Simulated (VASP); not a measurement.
Band structure of BaTiO$_{3}$ (cubic perovskite). Method: PW91 GGA, VASP's PBE PAW potentials (set 64) (plane waves; VASP).

Unless said otherwise, spin-orbit coupling is left out, though it shifts the bands of the heavy elements here.

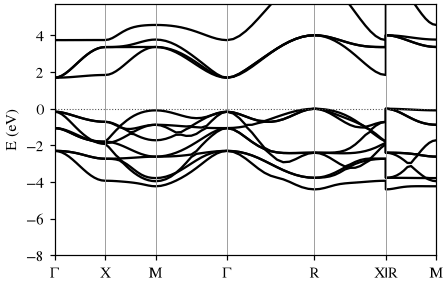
Bands along high-symmetry lines, zero at the valence-band maximum or, without a gap, the Fermi level

Problem. Read the plot: is there a gap, and where are the band edges?

Solution. The gap is indirect, 1.69 eV, from the valence maximum at R to the conduction minimum at Γ. (Edges off the drawn lines would not show.)

Measured: gap 3.20 eV (computed value off by -1.51 eV), as given by Yu-ichiro Matsushita et al., Physical Review B (2011), arXiv:1104.2769.

The compound is BaTiO3 in the cubic perovskite structure, the ideal cubic form; the compound distorts at low or room temperature. It was relaxed first.
